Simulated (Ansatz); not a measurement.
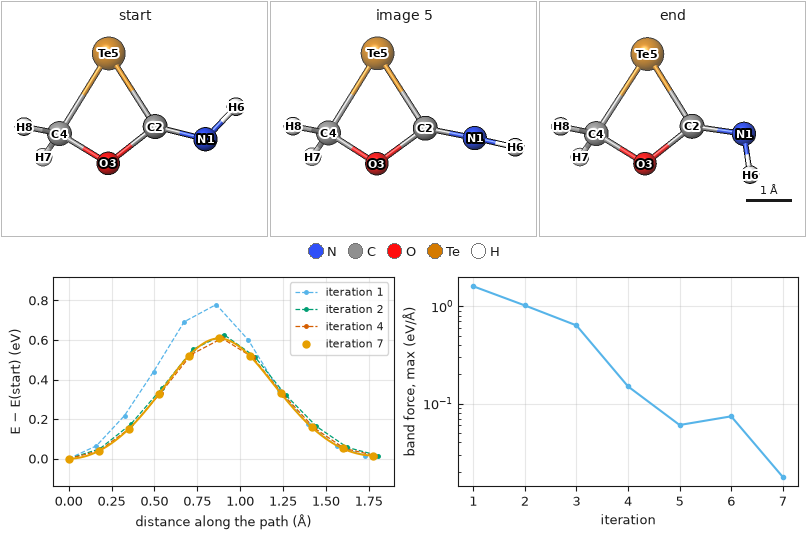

A nudged-elastic-band calculation for C2H3NOTe. Images are numbered from 0 (start) to 10 (end). The plot follows the band through its iterations. Style: ball-and-stick. Shown from a free direction.

All numbers below come from RKS PBE0-D4/def2-SVP (Ansatz 0.2.0). Settings: 9 movable images; climbing image; force threshold 0.05 eV/Å; iteration limit 60; starting path by image-dependent pair potential.

Q: Did the band converge, and can the barrier be trusted?

A: The result is final at these settings. The band converged in 7 iterations. The largest component of the band force went from 1.6 to 0.018 eV/Å. The climbing image converged on the top of the path. Its vibrational analysis gives one imaginary mode (786i cm⁻¹), as a transition state must have. The first iteration put the highest image at 0.78 eV. The energy climbs by 0.61 eV to image 5 and then falls by 0.59 eV, so the end point sits at +0.02 eV.

Cost: 2.4 min on 2 threads of Intel(R) Xeon(R) Platinum 8488C (Sapphire Rapids), with other jobs on the host, peak memory 0.24 GiB.
